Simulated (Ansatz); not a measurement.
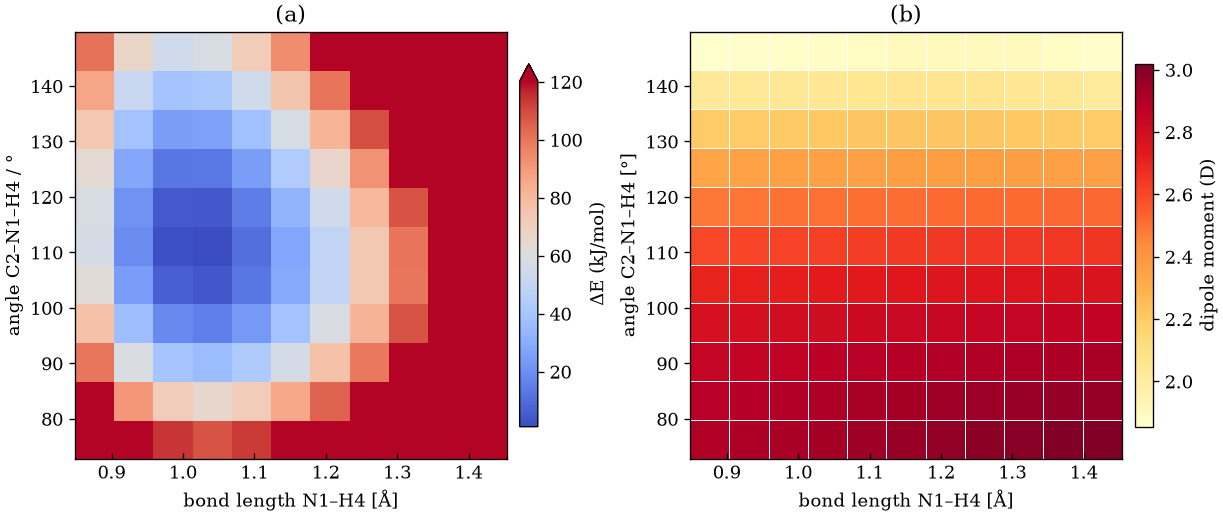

CH₃NSe, SMILES N=C[SeH]. 
- First axis: bond length N1–H4. Second axis: angle C2–N1–H4.
- Nothing is relaxed (all other coordinates rigid).
- The grid has 11 × 11 points.
- Points are written as (first, second).
- All energies are given in kJ/mol relative to the relaxed molecule at the same level.
- The calculation used RKS PBE0-D4/def2-TZVP (Ansatz 0.2.0).

Panel (a) is the energy and panel (b) the computed dipole moment on the same grid.

The picture shows one coloured cell a grid point, one colour for all values above the top of the scale.

How does the dipole moment vary over the map, and what is it at the lowest grid point?

Leaving out the highest fifth of the energies, it runs from 1.85 D at (0.876 Å, 146.3°) to 2.97 D at (1.206 Å, 76.3°). At the lowest grid point, (1.041 Å, 111.3°), it is 2.63 D.

```tsv
angle C2–N1–H4 ↓, bond length N1–H4 →	0.876	0.931	0.986	1.041	1.096	1.151	1.206	1.261	1.316	1.371	1.426
146.3	1.85	1.86	1.87	1.88	1.89	1.90	1.91	1.91	1.90	1.89	1.86
139.3	2.03	2.03	2.04	2.05	2.05	2.06	2.06	2.06	2.05	2.04	2.02
132.3	2.20	2.20	2.20	2.21	2.22	2.22	2.22	2.22	2.21	2.20	2.20
125.3	2.35	2.35	2.36	2.36	2.37	2.37	2.37	2.37	2.37	2.37	2.37
118.3	2.48	2.49	2.50	2.50	2.51	2.51	2.52	2.52	2.52	2.52	2.52
111.3	2.60	2.61	2.62	2.63	2.63	2.64	2.64	2.65	2.65	2.65	2.65
104.3	2.70	2.71	2.72	2.73	2.74	2.74	2.75	2.75	2.76	2.76	2.77
97.3	2.78	2.79	2.80	2.81	2.82	2.83	2.83	2.84	2.84	2.85	2.85
90.3	2.84	2.85	2.86	2.87	2.88	2.89	2.90	2.90	2.91	2.91	2.92
83.3	2.88	2.89	2.90	2.91	2.92	2.93	2.94	2.95	2.96	2.96	2.97
76.3	2.90	2.91	2.92	2.93	2.94	2.96	2.97	2.99	3.00	3.01	3.02
```
